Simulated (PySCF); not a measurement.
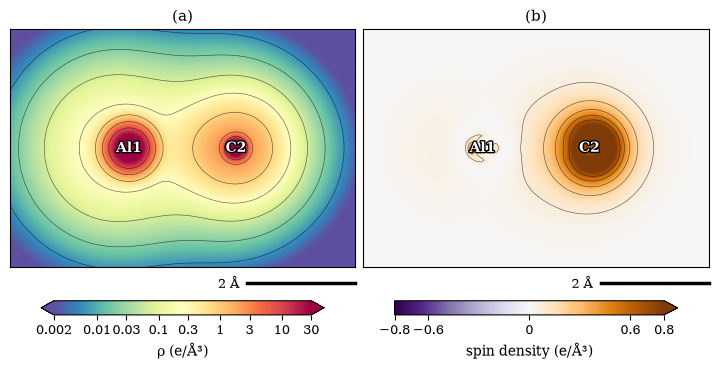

The picture shows: AlC (quartet). (a) electron density; (b) spin density on a plane that holds the molecular axis.

Theory: PBE0/aug-pcseg-1, non-relativistic, at a bond length of 1.981 Å in PySCF 2.14.0.

| atom | x (Å) | y (Å) | z (Å) |
| --- | --- | --- | --- |
| Al | 0.0000 | 0.0000 | -0.6098 |
| C | 0.0000 | 0.0000 | 1.3712 |

### What does the map show?

The plane passes through Al and C nuclei. C–Al (1.98 Å): ρ is about 0.57 e/Å³ halfway. The unpaired spin (3 electrons) lies mostly on C2 (about 2.3) and Al1 (about 0.7), in electrons by Hirshfeld's partition.
